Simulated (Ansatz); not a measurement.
# ClH5Si3: the cost of one run

Method: the settings change from run to run; program: Ansatz 0.2.0, Gaussian basis.

### 1 The molecule

The geometry comes from an earlier relaxation with PBE0-D4 in a triple-zeta def2 set; it is a stationary point, not always the lowest conformer.

9 atoms, charge 0, spin multiplicity 1.

Atoms are counted from 1 here; the program's logs count them from 0.

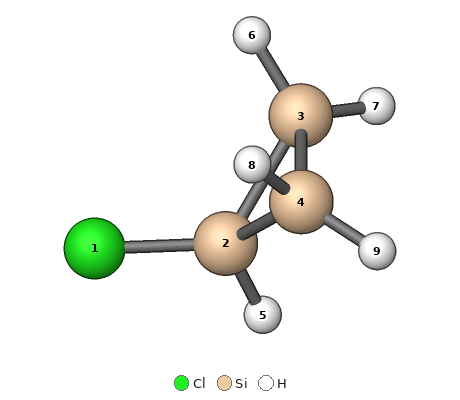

The geometry (chlorine green, silicon light orange, hydrogen white); atoms are numbered from 1 in the order of the file.

As a file:

```tsv
atom	x (Å)	y (Å)	z (Å)
Cl1	-2.1789	1.2138	-1.6664
Si2	-0.4781	0.1616	-1.1924
Si3	0.9815	0.8332	0.4826
Si4	-0.2982	-1.1227	0.7323
H5	0.1428	-0.3992	-2.4173
H6	0.5528	1.9370	1.3773
H7	2.4469	0.8139	0.2453
H8	-1.3697	-0.9990	1.7518
H9	0.2893	-2.4847	0.6695
```

### 2 wB97M-V/def2-mTZVP

Set apart from the defaults: atoms shaken by 0.15 Å, high accuracy.

Contents of in.yaml:

```yaml
crystal:
  periodic: [false, false, false]
  atoms:
    - {symbol: Cl, position_ang: [-2.087428, 1.069361, -1.739159]}
    - {symbol: Si, position_ang: [-0.244641, 0.412343, -1.447866]}
    - {symbol: Si, position_ang: [0.851975, 0.971455, 0.669289]}
    - {symbol: Si, position_ang: [-0.232887, -0.937053, 0.644074]}
    - {symbol: H, position_ang: [0.055429, -0.519694, -2.360887]}
    - {symbol: H, position_ang: [0.709880, 2.042717, 1.507540]}
    - {symbol: H, position_ang: [2.443478, 0.703781, 0.237954]}
    - {symbol: H, position_ang: [-1.655756, -1.078522, 2.086204]}
    - {symbol: H, position_ang: [0.276663, -2.471364, 0.667390]}
basis:
  gaussian: {orbitals: def2-mTZVP}
hamiltonian: {xc: {name: wB97M-V}}
accuracy: high
```

Started as:

```sh
$ ansatz run in.yaml --threads 2 --pin off --events-out ev --progress --plain --max-ram 4352MiB
```

**Question.** How long does this run take on 2 threads of Arm Neoverse V2, shared host, and how much memory does it need?

About 50 s, with a peak of 0.79 GiB.
